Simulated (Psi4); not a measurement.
# HCl (hydrogen chloride): B3LYP/6-31G(d) (Cartesian functions)

What is the vertical electron affinity of HCl (hydrogen chloride) at B3LYP/6-31G* (Cartesian functions)? 

The results are computed with Psi4 1.11.

## 1. The molecule

HCl has 2 atoms, charge 0, and is taken as a singlet. SMILES: `Cl`. The coordinates come from a PBE0-D4/def2-TZVP relaxation.

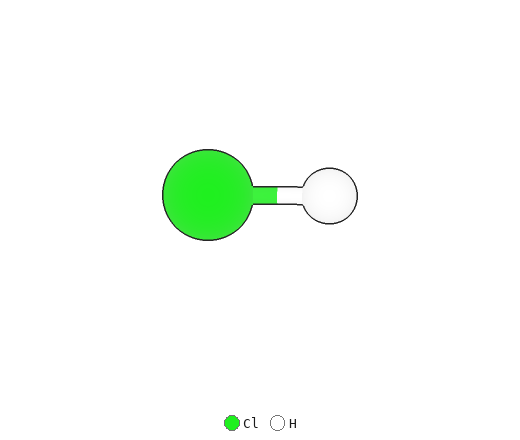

Viewed from a chosen angle; chlorine green, hydrogen white.

## 2. Energy and gradient at B3LYP/6-31G(d) (Cartesian functions)

Input file job.in:

```
memory 1.6 GB

molecule geom {
  0 1
  Cl
  H 1 1.278791
  units angstrom
  symmetry c1
  no_reorient
  no_com
}

set {
  basis 6-31G*
  reference rks
  puream false
  e_convergence 1e-09
  d_convergence 1e-08
  scf_type pk
  dft_radial_points 99
  dft_spherical_points 590
}

e, wfn = gradient("b3lyp", return_wfn=True)
oeprop(wfn, "QUADRUPOLE", "MULLIKEN_CHARGES", "WIBERG_LOWDIN_INDICES")
```

The run is started by

```console
$ psi4 -n 1 job.in job.out
```

job.out:

```text
[...]
  Running in c1 symmetry.
[...]
  Nuclear repulsion =    7.034779398189383
[...]
  Multiplicity = 1
[...]
  Nalpha       = 9
  Nbeta        = 9
[...]
    Number of basis functions: 21
[...]
   @RKS iter   1:  -460.77097422333998   -5.82323e-02   9.67280e-03 DIIS/ADIIS
[...]
   @RKS iter   8:  -460.79562908253968    0.00000e+00   1.14204e-09 DIIS
[...]
    Orbital Energies [Eh]
    ---------------------
    Doubly Occupied:
       1A   -101.555310     2A     -9.473468     3A     -7.237672
       4A     -7.227173     5A     -7.227173     6A     -0.850906
       7A     -0.477581     8A     -0.331680     9A     -0.331680
[...]
  @RKS Final Energy:  -460.79562908253968
   => Energetics <=
    Nuclear Repulsion Energy =              7.0347793981893831
    One-Electron Energy =                -649.8662657320671769
    Two-Electron Energy =                 205.0702548494835469
    DFT Exchange-Correlation Energy =     -23.0343975981453504
    Empirical Dispersion Energy =           0.0000000000000000
    VV10 Nonlocal Energy =                  0.0000000000000000
    Total Energy =                       -460.7956290825396195
[...]
  -Total Gradient:
     Atom            X                  Y                   Z
    ------   -----------------  -----------------  -----------------
       1       -0.000000000000    -0.000000000000     0.006691574402
       2       -0.000000000000     0.000000000000    -0.006691639880
[...]
 Multipole Moments:
 ------------------------------------------------------------------------------------
     Multipole            Electronic (a.u.)      Nuclear  (a.u.)        Total (a.u.)
 ------------------------------------------------------------------------------------
 L = 1.  Multiply by 2.5417464519 to convert [e a0] to [Debye]
 Dipole X            :          0.0000000            0.0000000            0.0000000
 Dipole Y            :         -0.0000000            0.0000000           -0.0000000
 Dipole Z            :         -0.6224588            1.1980381            0.5755793
 Magnitude           :                                                    0.5755793
 L = 2.  Multiply by 1.3450342976 to convert [e a0^2] to [Debye ang]
 Quadrupole XX       :        -10.3242288            0.0000000          -10.3242288
 Quadrupole XY       :         -0.0000000            0.0000000           -0.0000000
[...]
  Mulliken Charges: (a.u.)
   Center  Symbol    Alpha    Beta     Spin     Total
       1    CL     8.61309  8.61309  0.00000 -0.22619
       2     H     0.38691  0.38691  0.00000  0.22619
   Total alpha =  9.00000, Total beta =  9.00000, Total charge =  0.00000
  Wiberg Bond Indices using Orthogonal Lowdin Orbitals:
[...]
```

It took 3.9 s on 1 thread of Intel Xeon Platinum 8488C (Sapphire Rapids), shared host; peak memory 0.27 GiB.

## 3. The doublet anion, same level

Input file clh.xyz:

```xyz
2
ClH
Cl     0.546000    -0.178500     0.280800
H     -0.546000     0.178500    -0.280800
```

Input file calc.py:

```python
import psi4

psi4.set_memory('1600 MB')
psi4.set_num_threads(1)
psi4.core.set_output_file('clh.out', False)

with open('clh.xyz') as f:
    atoms = ''.join(f.readlines()[2:])
geom = psi4.geometry('-1 2\n' + atoms + 'symmetry c1')

options = {'basis': '6-31G*', 'reference': 'uks', 'puream': False, 'e_convergence': 1e-09, 'd_convergence': 1e-08, 'scf_type': 'pk', 'dft_radial_points': 99, 'dft_spherical_points': 590, 'maxiter': 200}
psi4.set_options(options)

energy_value, wavefunction = psi4.gradient("b3lyp", molecule=geom, return_wfn=True)
psi4.oeprop(wavefunction, "QUADRUPOLE", "LOWDIN_CHARGES", "MAYER_INDICES")
print('gradient / Eh bohr^-1')
print(energy_value.np.round(6))
print(f'energy = {wavefunction.energy():.10f} Eh')
for k, v in sorted(psi4.core.scalar_variables().items()):
    print(f'{k:45s} {v:18.10f}')
```

The run is started by

```console
$ python calc.py
```

clh.out:

```text
[...]
  Running in c1 symmetry.
[...]
  Nuclear repulsion =    7.034776949773979
[...]
  Multiplicity = 2
[...]
  Nalpha       = 10
  Nbeta        = 9
[...]
    Number of basis functions: 21
[...]
   @UKS iter   1:  -460.60462677888131    1.08115e-01   1.55122e-02 ADIIS/DIIS
[...]
   @UKS iter   9:  -460.67353806450609   -2.84217e-13   2.24711e-09 DIIS
[...]
   @S^2 Observed:                7.507153654E-01
[...]
    Orbital Energies [Eh]
    ---------------------
    Alpha Occupied:
       1A   -101.230024     2A     -9.147616     3A     -6.909610
       4A     -6.902840     5A     -6.902840     6A     -0.534585
       7A     -0.165764     8A     -0.037002     9A     -0.037002
      10A      0.235446
    Alpha Virtual:
      11A      0.641837    12A      0.671805    13A      0.699325
      14A      0.699325    15A      0.974465    16A      1.150505
      17A      1.150505    18A      1.170614    19A      1.170614
      20A      1.508576    21A      4.519392
[...]
  @UKS Final Energy:  -460.67353806450609
   => Energetics <=
    Nuclear Repulsion Energy =              7.0347769497739794
    One-Electron Energy =                -655.4575546206194758
    Two-Electron Energy =                 211.0274069862138333
    DFT Exchange-Correlation Energy =     -23.2781673798744286
    Empirical Dispersion Energy =           0.0000000000000000
    VV10 Nonlocal Energy =                  0.0000000000000000
    Total Energy =                       -460.6735380645060900
[...]
  -Total Gradient:
     Atom            X                  Y                   Z
    ------   -----------------  -----------------  -----------------
       1        0.000000000000     0.000000000000    -0.177275276899
       2       -0.000000000000    -0.000000000000     0.177275358945
[...]
 Multipole Moments:
 ------------------------------------------------------------------------------------
     Multipole            Electronic (a.u.)      Nuclear  (a.u.)        Total (a.u.)
 ------------------------------------------------------------------------------------
 L = 1.  Multiply by 2.5417464519 to convert [e a0] to [Debye]
 Dipole X            :         -0.0000000            0.0000000           -0.0000000
 Dipole Y            :         -0.0000000           -0.0000000           -0.0000000
 Dipole Z            :          1.8439139           -1.1980385            0.6458753
 Magnitude           :                                                    0.6458753
 L = 2.  Multiply by 1.3450342976 to convert [e a0^2] to [Debye ang]
 Quadrupole XX       :        -12.1742779            0.0000000          -12.1742779
 Quadrupole XY       :          0.0000000           -0.0000000            0.0000000
[...]
```

On the terminal:

```text
gradient / Eh bohr^-1
[[ 0.        0.       -0.177275]
 [-0.       -0.        0.177275]]
energy = -460.6735380645 Eh
CURRENT ENERGY                                   -460.6735380645
CURRENT REFERENCE ENERGY                         -460.6735380645
DD SOLVATION ENERGY                                 0.0000000000
DFT FUNCTIONAL TOTAL ENERGY                      -460.6735380645
DFT TOTAL ENERGY                                 -460.6735380645
DFT VV10 ENERGY                                     0.0000000000
DFT XC ENERGY                                     -23.2781673799
GRID ELECTRONS ALPHA                                9.9999999998
GRID ELECTRONS BETA                                 9.0000000001
GRID ELECTRONS TOTAL                               18.9999999998
NUCLEAR REPULSION ENERGY                            7.0347769498
ONE-ELECTRON ENERGY                              -655.4575546206
PCM POLARIZATION ENERGY                             0.0000000000
PE ENERGY                                           0.0000000000
SCF ITERATION ENERGY                             -460.6735380645
SCF ITERATIONS                                      9.0000000000
SCF TOTAL ENERGY                                 -460.6735380645
TWO-ELECTRON ENERGY                               211.0274069862
XC GRID RADIAL POINTS                              99.0000000000
XC GRID SPHERICAL POINTS                          590.0000000000
XC GRID TOTAL POINTS                           108683.0000000000
```

Wall time 4.8 s (1 thread of Intel Xeon Platinum 8488C (Sapphire Rapids), shared host); peak memory 0.27 GiB.

## 4. What came out

Level: B3LYP/6-31G* (Cartesian functions).

```
                                         quantity          value
                        singlet HCl: total energy  -460.79563 Eh
                       singlet HCl: dipole moment         1.46 D
                         singlet HCl: HOMO energy       -9.03 eV
                         singlet HCl: LUMO energy        0.38 eV
                       singlet HCl: HOMO–LUMO gap        9.40 eV
            singlet HCl: largest force on an atom     0.344 eV/Å
                      doublet anion: total energy  -460.67354 Eh
doublet anion: HOMO energy (highest over α and β)        6.41 eV
 doublet anion: LUMO energy (lowest over α and β)        9.69 eV
                              doublet anion: ⟨S²⟩          0.751
          doublet anion: largest force on an atom     9.116 eV/Å
vertical electron affinity (to the doublet anion)      -3.322 eV
```

In words: The anion lies 3.32 eV (321 kJ/mol) above the neutral: the electron isn't bound at this level, and such a value depends on the basis. Without diffuse functions anions come out too high. The largest force (singlet HCl) is 0.34 eV/Å: the shape isn't a stationary point for this species at this level. The HOMO (doublet anion) lies at positive energy, 6.41 eV; only total energies tell whether the electron is bound.
